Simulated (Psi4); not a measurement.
# r2SCAN/aug-cc-pVDZ (sweep point 4) run of N2 (nitrogen)

What is the vertical ionisation energy of N2 (nitrogen) at r2SCAN/aug-cc-pVDZ (sweep point 4)? 

The results are computed with Psi4 1.11.

**1. Starting point**

The species is N2 (2 atoms), meant as a singlet with charge 0. As SMILES, `N#N`. The shape is that of a PBE0-D4/def2-TZVP optimisation.

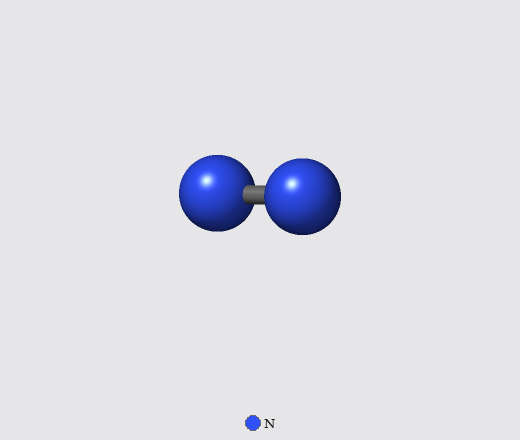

Viewed from a chosen angle; nitrogen blue.

**2. The energy at r2SCAN/aug-cc-pVDZ (sweep point 4)**

Input file job.in:

```
memory 1600 mb

molecule m {
  0 1
  N      0.465500    -0.150300     0.239800
  N     -0.465500     0.150300    -0.239800
  symmetry c1
}

set {
  basis                aug-cc-pVDZ
  puream               true
  scf_type             pk
  dft_radial_points    99
  dft_spherical_points 590
}

energy("r2scan")
```

Run with:

```sh
$ psi4 -i job.in -o job.out -n 1
```

job.out:

```text
[...]
  Running in c1 symmetry.
[...]
  Nuclear repulsion =   23.798341769446306
[...]
  Multiplicity = 1
[...]
  Nalpha       = 7
  Nbeta        = 7
[...]
    Number of basis functions: 46
[...]
   @RKS iter   1:  -109.42453907019872   -4.19371e-01   7.35660e-03 DIIS/ADIIS
[...]
   @RKS iter   6:  -109.48231079343344   -7.40198e-09   6.57117e-08 DIIS
[...]
    Orbital Energies [Eh]
    ---------------------
    Doubly Occupied:
       1A    -14.282536     2A    -14.281112     3A     -1.101023
       4A     -0.523881     5A     -0.444335     6A     -0.444335
       7A     -0.394357
[...]
  @RKS Final Energy:  -109.48231079343344
   => Energetics <=
    Nuclear Repulsion Energy =             23.7983417694463064
    One-Electron Energy =                -194.7400688948789593
    Two-Electron Energy =                  75.0986140550082411
    DFT Exchange-Correlation Energy =     -13.6391977230090209
    Empirical Dispersion Energy =           0.0000000000000000
    VV10 Nonlocal Energy =                  0.0000000000000000
    Total Energy =                       -109.4823107934334416
[...]
 Multipole Moments:
 ------------------------------------------------------------------------------------
     Multipole            Electronic (a.u.)      Nuclear  (a.u.)        Total (a.u.)
 ------------------------------------------------------------------------------------
 L = 1.  Multiply by 2.5417464519 to convert [e a0] to [Debye]
 Dipole X            :         -0.0000000            0.0000000           -0.0000000
 Dipole Y            :         -0.0000000            0.0000000           -0.0000000
 Dipole Z            :         -0.0000000            0.0000000           -0.0000000
 Magnitude           :                                                    0.0000000
[...]
```

It took 4.5 s on 1 thread of AMD EPYC 9R45 (Zen 5), shared host; peak memory 0.61 GiB.

**3. The doublet cation**

Input file input.inp:

```
memory 1600 MB

molecule mol {
  1 2
  N      0.465500    -0.150300     0.239800
  N     -0.465500     0.150300    -0.239800
  symmetry c1
}

set {
  basis                aug-cc-pVDZ
  reference            uks
  puream               true
  scf_type             pk
  dft_radial_points    99
  dft_spherical_points 590
  maxiter              150
}

energy_value, wavefunction = energy('r2scan', return_wfn=True)
```

Run with:

```sh
$ psi4 -i input.inp -o input.out -n 1
```

input.out:

```text
[...]
  Running in c1 symmetry.
[...]
  Nuclear repulsion =   23.798341769446306
[...]
  Multiplicity = 2
[...]
  Nalpha       = 7
  Nbeta        = 6
[...]
    Number of basis functions: 46
[...]
   @UKS iter   1:  -108.89743426760413    1.07733e-01   3.26568e-03 ADIIS/DIIS
[...]
   @UKS iter   6:  -108.90873959669702   -2.08630e-08   4.30257e-07 DIIS
[...]
   @S^2 Observed:                7.539922125E-01
[...]
    Orbital Energies [Eh]
    ---------------------
    Alpha Occupied:
       1A    -14.771504     2A    -14.770078     3A     -1.543937
       4A     -0.980883     5A     -0.866130     6A     -0.858748
       7A     -0.858748
    Alpha Virtual:
       8A     -0.473870     9A     -0.473870    10A     -0.134250
      11A     -0.091644    12A     -0.091644    13A     -0.085340
      14A     -0.030364    15A     -0.001555    16A     -0.001555
      17A      0.091704    18A      0.152523    19A      0.156406
      20A      0.156407    21A      0.286144    22A      0.369503
      23A      0.369503    24A      0.474464    25A      0.474464
[...]
  @UKS Final Energy:  -108.90873959669702
   => Energetics <=
    Nuclear Repulsion Energy =             23.7983417694463064
    One-Electron Energy =                -188.5280418630806594
    Two-Electron Energy =                  69.0534855397421552
    DFT Exchange-Correlation Energy =     -13.2325250428048022
    Empirical Dispersion Energy =           0.0000000000000000
    VV10 Nonlocal Energy =                  0.0000000000000000
    Total Energy =                       -108.9087395966970178
[...]
 Multipole Moments:
 ------------------------------------------------------------------------------------
     Multipole            Electronic (a.u.)      Nuclear  (a.u.)        Total (a.u.)
 ------------------------------------------------------------------------------------
 L = 1.  Multiply by 2.5417464519 to convert [e a0] to [Debye]
 Dipole X            :          0.0000000            0.0000000            0.0000000
 Dipole Y            :         -0.0000000            0.0000000           -0.0000000
 Dipole Z            :         -0.0000000            0.0000000           -0.0000000
 Magnitude           :                                                    0.0000000
[...]
```

It took 6.3 s on 1 thread of AMD EPYC 9R45 (Zen 5), shared host; peak memory 0.61 GiB.

**4. Outcome**

At r2SCAN/aug-cc-pVDZ (sweep point 4):

| quantity | value |
| --- | --- |
| singlet N2: total energy | -109.48231 Eh |
| singlet N2: dipole moment | 0.00 D |
| singlet N2: HOMO energy | -10.73 eV |
| singlet N2: LUMO energy | -1.57 eV |
| singlet N2: HOMO–LUMO gap | 9.16 eV |
| doublet cation: total energy | -108.90874 Eh |
| doublet cation: HOMO energy (highest over α and β) | -23.00 eV |
| doublet cation: LUMO energy (lowest over α and β) | -20.45 eV |
| doublet cation: ⟨S²⟩ | 0.754 |
| vertical ionisation energy (to the doublet cation) | 15.608 eV |

**Reading.** Removing an electron at fixed nuclei costs 15.61 eV (360 kcal/mol). −ε(HOMO) before ionisation, 10.73 eV, is 4.88 eV below this ionisation energy.
